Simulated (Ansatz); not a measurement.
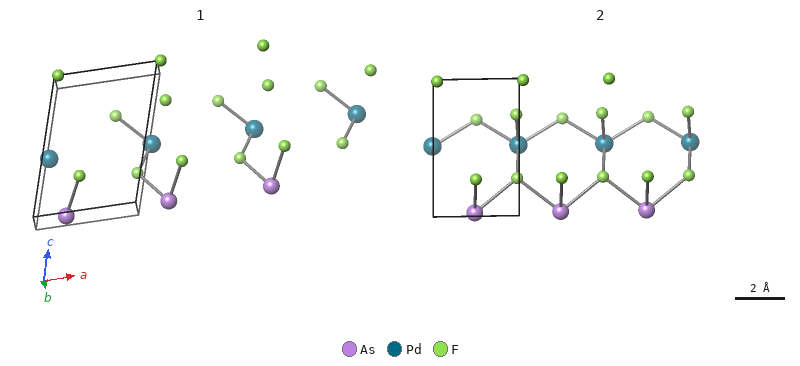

Two geometries of a crystal of AsPdF5 (built on the MgPPd5-123 type type), drawn at one scale. One is the start of a relaxation, the other its converged end. Style: ball-and-stick. Shown: the cell of the calculation, repeated 3 × 1 × 1 with one cell outlined, along the b axis.

Method: DFT, PBEsol, plane waves, PAW (Ansatz 0.2.0). (plane-wave cutoff 420 eV; k-point mesh 6 × 6 × 4; occupations fermi dirac; smearing width 0.05 eV; no spin polarisation; cell and atoms relaxed; force threshold 0.01 eV/Å; at most 120 steps)

Which geometry has the lower energy?

Answer. Structure 1 is the relaxed one. Case: shaken. Over 26 accepted moves (33 points after the start) the energy falls by 526 meV per atom. The largest force component goes from 1.7 to 0.00091 eV/Å. Pressure: 7.50 GPa at the start and 0.00 GPa at the end. The line search rejected the trial step at point 29 of the run. The SCF was repeated 6 times at an unchanged geometry on a basis and grid sized afresh for the cell, which shifted the energy by 50.3 meV per atom at most. The largest move relative to the cell is that of the As atom, 1.02 Å roughly along [−1 −1 0]. By element the largest moves are As 1.02 Å, F 0.78 Å, Pd 0.22 Å. The volume changes by +38.8 %, with a 3.568 → 4.304 Å (+20.6 %), b 3.611 → 4.308 Å (+19.3 %), c 5.696 → 6.013 Å (+5.6 %), α 91.4° → 106.5°, β 89.0° → 73.6°, γ 90.3° → 88.4°. Some distances before and after: As–F 2.276 → 3.627 Å, F–Pd 2.273 → 3.493 Å, F–Pd 2.136 → 3.330 Å, As–F 2.362 → 3.473 Å. New bonds form, among them: As–F (2.49 → 2.05 Å), As–F (2.53 → 2.03 Å). Bonds break, among them: F–Pd (2.14 → 3.33 Å), F–Pd (2.27 → 3.33 Å), F–Pd (2.27 → 3.49 Å), F–Pd (2.28 → 3.49 Å). Among the angles between lasting bonds that change: F–Pd–F 108.5° → 85.3°, F–Pd–F 72.3° → 95.3°, F–Pd–F 73.9° → 95.3°. The space group (tolerance 0.01 Å) goes from P1 (No. 1) to C2 (No. 5). Cost: 3.5 min on 4 threads of Arm Neoverse V2, with other jobs on the host, peak memory 0.32 GiB.
